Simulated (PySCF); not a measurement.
SMILES c1(cc(ccc1)[SiH3])C=C (C8H10Si) at its GFN2-xTB optimised geometry (Å):

```
19

C     -2.8821     1.9238    -0.0169
C     -1.5708     1.7179    -0.0124
C     -0.8868     0.4297    -0.0149
C     -1.5620    -0.7911    -0.0313
C     -0.8576    -1.9798    -0.0322
C      0.5260    -1.9731    -0.0167
C      1.2341    -0.7742     0.0000
Si     3.1209    -0.7742     0.0000
C      0.5080     0.4092     0.0000
H     -3.5999     1.1216    -0.0229
H     -3.2918     2.9196    -0.0138
H     -0.9077     2.5752    -0.0051
H     -2.6408    -0.8134    -0.0429
H     -1.3919    -2.9196    -0.0444
H      1.0655    -2.9099    -0.0160
H      3.5999    -1.7735     0.9581
H      3.6053    -1.1129    -1.3417
H      3.5990     0.5564     0.3793
H      1.0406     1.3513     0.0137
```

Computed with CAM-B3LYP/def2-SVP (PySCF). Cells within 0.4 Å of a nucleus heavier than hydrogen are left out (blank, or x).

Map of the electron localisation function on the plane z = 0.0 Å:

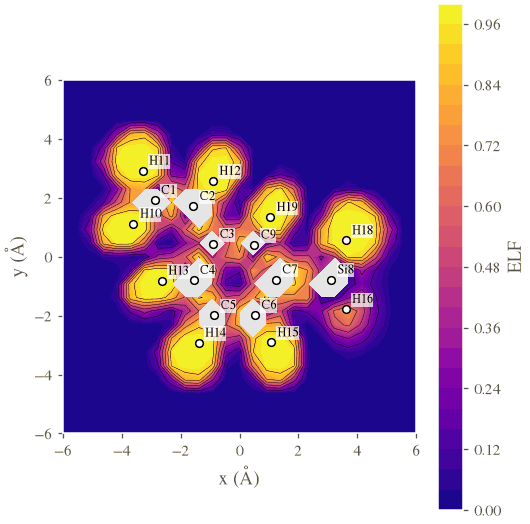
*Electron localisation function on the plane z = 0.0 Å.*
